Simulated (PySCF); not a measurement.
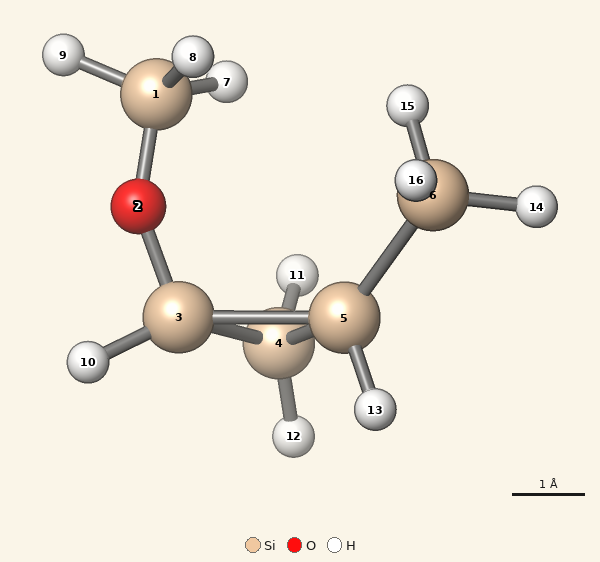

**Figure 1.** The input geometry (ball-and-stick view, seen at an oblique angle; atoms are numbered from 1 in the order of the input). Bond lengths as drawn: H–Si 1.46 to 1.49 Å, O–Si 1.60 to 1.65 Å and Si–Si 2.32 to 2.42 Å.

# Si5H10O: NMR shielding calculation

- system: Si5H10O, SMILES [SiH3]O[Si@H]1[SiH2][Si@H]1[SiH3]
- method: GIAO BLYP/pcSseg-1 NMR shielding, non-relativistic, gas phase (PySCF 2.14.0)

The geometry comes from this level: GFN2-xTB. Figures and captions count atoms from 1; the log counts them from 0 in places.

### Log
```
damping 0.30 in the first 6 cycles
final grid: 124560 points
cycle   1  E = -1528.4493297488  dE =  3.272e-01  |g| = 9.798e-01  |ddm| = 3.907e+00
cycle   2  E = -1528.2518593437  dE =  1.975e-01  |g| = 1.380e+00  |ddm| = 2.462e+00
cycle   3  E = -1528.0834729061  dE =  1.684e-01  |g| = 1.746e+00  |ddm| = 3.017e+00
cycle   4  E = -1525.6514704167  dE =  2.432e+00  |g| = 3.245e+00  |ddm| = 7.039e+00
cycle   5  E = -1518.9103274755  dE =  6.741e+00  |g| = 5.466e+00  |ddm| = 1.078e+01
cycle   6  E = -1461.2569379363  dE =  5.765e+01  |g| = 8.856e+00  |ddm| = 3.095e+01
cycle   7  E = -1092.8229298074  dE =  3.684e+02  |g| = 2.564e+01  |ddm| = 5.745e+01
cycle   8  E = -1350.9880661176  dE = -2.582e+02  |g| = 1.624e+01  |ddm| = 3.420e+01
cycle   9  E = -1458.5230478269  dE = -1.075e+02  |g| = 1.165e+01  |ddm| = 1.776e+01
cycle  10  E = -1498.7109790913  dE = -4.019e+01  |g| = 7.391e+00  |ddm| = 1.674e+01
cycle  11  E = -1522.5933764279  dE = -2.388e+01  |g| = 3.006e+00  |ddm| = 1.984e+01
cycle  12  E = -1505.4331717975  dE =  1.716e+01  |g| = 6.352e+00  |ddm| = 2.226e+01
cycle  13  E = -1527.5628776386  dE = -2.213e+01  |g| = 1.602e+00  |ddm| = 1.838e+01
cycle  14  E = -1528.2146776149  dE = -6.518e-01  |g| = 1.218e+00  |ddm| = 5.212e+00
cycle  15  E = -1528.5101960486  dE = -2.955e-01  |g| = 5.617e-01  |ddm| = 2.452e+00
cycle  16  E = -1528.5826674404  dE = -7.247e-02  |g| = 2.874e-01  |ddm| = 1.821e+00
cycle  17  E = -1528.6175798243  dE = -3.491e-02  |g| = 7.637e-02  |ddm| = 6.490e-01
cycle  18  E = -1528.6192434172  dE = -1.664e-03  |g| = 2.008e-02  |ddm| = 1.470e-01
cycle  19  E = -1528.6193608381  dE = -1.174e-04  |g| = 9.587e-03  |ddm| = 5.459e-02
cycle  20  E = -1528.6193930890  dE = -3.225e-05  |g| = 3.538e-03  |ddm| = 2.943e-02
cycle  21  E = -1528.6193979528  dE = -4.864e-06  |g| = 8.793e-04  |ddm| = 9.113e-03
cycle  22  E = -1528.6193982103  dE = -2.576e-07  |g| = 2.260e-04  |ddm| = 2.208e-03
cycle  23  E = -1528.6193982302  dE = -1.983e-08  |g| = 3.914e-05  |ddm| = 6.567e-04
cycle  24  E = -1528.6193982307  dE = -5.339e-10  |g| = 2.595e-05  |ddm| = 1.589e-04
converged SCF energy = -1528.6193982307

GIAO shielding tensors (ppm)
atom      isotropic    diamagn.    paramagn.     s11        s22        s33       span
  0 Si     373.623     881.135    -507.512    329.613    343.286    447.972    118.358
  1 O      333.578     400.355     -66.777    227.607    368.883    404.242    176.635
  2 Si     354.177     879.685    -525.508    176.491    314.137    571.903    395.413
  3 Si     472.652     881.731    -409.079    339.927    480.324    597.706    257.779
  4 Si     488.622     883.191    -394.569    391.753    476.468    597.645    205.892
  5 Si     432.071     880.949    -448.878    402.893    435.150    458.170     55.277
  6 H       26.867      31.906      -5.039     23.454     26.303     30.844      7.390
  7 H       26.791      31.190      -4.399     23.591     25.705     31.076      7.485
  8 H       26.783      29.066      -2.283     23.103     24.859     32.388      9.284
  9 H       25.057      28.704      -3.647     20.362     23.800     31.009     10.647
 10 H       27.953      31.352      -3.399     24.191     26.621     33.047      8.856
 11 H       28.122      30.409      -2.287     24.532     25.731     34.103      9.571
 12 H       28.227      30.357      -2.131     24.114     25.960     34.606     10.492
 13 H       27.794      28.824      -1.030     24.304     25.476     33.602      9.298
 14 H       28.133      30.963      -2.830     24.637     27.072     32.689      8.052
 15 H       27.812      29.586      -1.773     24.416     25.647     33.375      8.960
```

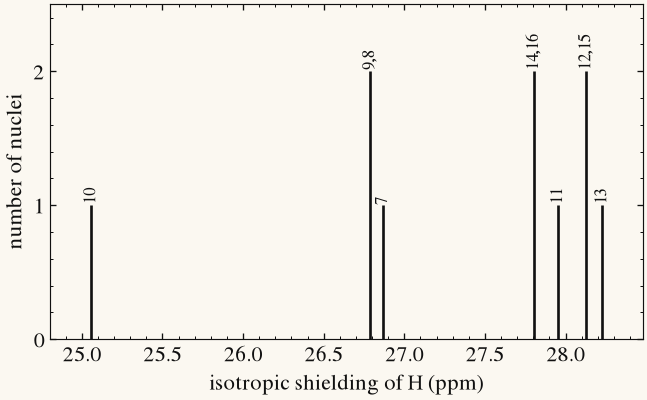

**Figure 2.** Isotropic shieldings of the hydrogen nuclei in this fixed geometry, labelled by atom number; shielding grows to the right, so chemical shift grows to the left. The least shielded is H10 (25.1 ppm), the most shielded H13 (28.2 ppm).

The run was set up as follows.

### The input
```
{"job": {"xc": "BLYP", "basis": "pcSseg-1", "scf": {"damp": 0.3}, "kind": "nmr", "pop": false}, "charge": 0, "multiplicity": 1}
Si     2.350547     0.639786     1.019303
O      1.714181     0.519293    -0.447023
Si     0.475524     0.064666    -1.444750
Si    -0.266340    -2.072669    -0.852728
Si    -1.526760    -0.106380    -0.218785
Si    -1.973708     0.895159     1.822338
H      1.974941    -0.553572     1.781842
H      1.800669     1.842119     1.645204
H      3.790656     0.725698     0.803177
H      1.067183     0.585439    -2.690732
H      0.338775    -2.950500     0.165836
H     -0.877952    -3.033122    -1.786975
H     -2.707796     0.078157    -1.108470
H     -3.185110     0.391914     2.483325
H     -0.853905     0.628518     2.730234
H     -2.128502     2.354439     1.758586
```

The first line tells a small driver script what to run in PySCF; the rest is the geometry in Å.

Command:
```bash
OMP_NUM_THREADS=1 python <driver script> task.json out
```

### Summary

| quantity | value |
| --- | --- |
| outcome | converged |
| total energy | −1528.619398 hartree |
| HOMO | −5.60 eV |
| LUMO | −2.40 eV |
| dipole moment | 0.20 D |
| isotropic shielding, Si | 354.2 to 488.6 ppm |
| isotropic shielding, O | 333.6 ppm |
| isotropic shielding, H | 25.1 to 28.2 ppm |
| hardware | 1 CPU thread, shared host |
| wall time | 45 s |
| peak memory | 0.74 GiB |
